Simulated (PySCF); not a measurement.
# CH8Si3 (SMILES [SiH3]C[Si][SiH3]) (triplet): what the fields show

```tsv
atom	x (Å)	y (Å)	z (Å)
Si	0.7039	-0.6037	-1.3621
Si	2.2331	0.5834	-0.0720
C	-1.0073	-1.0768	-0.6990
Si	-1.6211	0.1750	0.5733
H	1.7263	1.9401	0.3121
H	2.5964	-0.1497	1.1833
H	3.4585	0.7444	-0.9117
H	-0.9818	-2.0836	-0.2479
H	-1.7258	-1.1101	-1.5358
H	-1.7672	1.5188	-0.0623
H	-0.6337	0.2836	1.6922
H	-2.9398	-0.2435	1.1443
```

Geometry: PBE0-D3(BJ)/def2-SVP.

The calculation used UKS B3LYP, IGLO-III on C Si, pcH-1 on H, non-relativistic, mean-field spin-orbit, GIAO (PySCF).

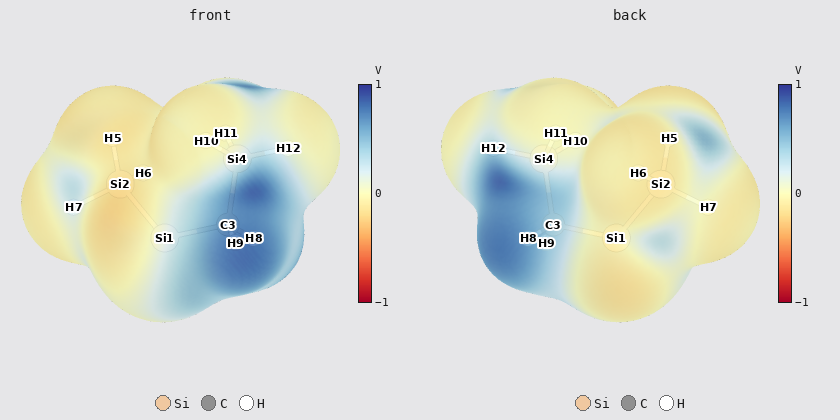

Figure 1. The molecular electrostatic potential painted on the density surface at 0.001 e/bohr³, seen from the front and from behind; the colour scale runs from red (negative) to blue (positive).

Describe the electrostatic potential map.

The most negative region (about −0.2 V) lies over Si1, the most positive (about +0.8 V) over Si4, H8 and H9.

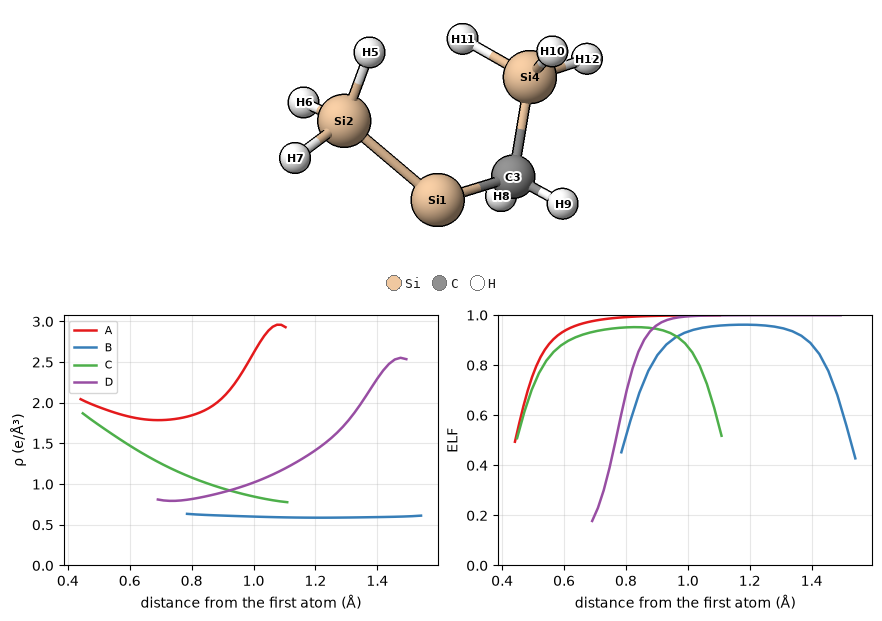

Figure 2. Total electron density and electron localisation function along straight lines between neighbouring atoms. The curves leave out the atomic cores. The structure is drawn too.

Which curve belongs to which contact (C–H, C–Si, Si–H and Si–Si)? The first atom named is at distance zero.

Curve A: C–H (1.10 Å): ρ is about 1.9 e/Å³ halfway; the ELF climbs to about 1 towards the hydrogen, as it does in any bond to H; a covalent bond by its length. Curve B: Si–Si (2.33 Å): ρ is about 0.59 e/Å³ halfway; the ELF peaks at about 0.95 between the atoms, as expected for a covalent bond. Curve C: C–Si (1.89 Å): ρ at the midpoint is about 0.9 e/Å³; the ELF peaks at about 0.95 between the atoms (localised, covalent bonding). Curve D: Si–H (1.49 Å): ρ is about 0.79 e/Å³ halfway; the ELF climbs to about 1 towards the hydrogen.
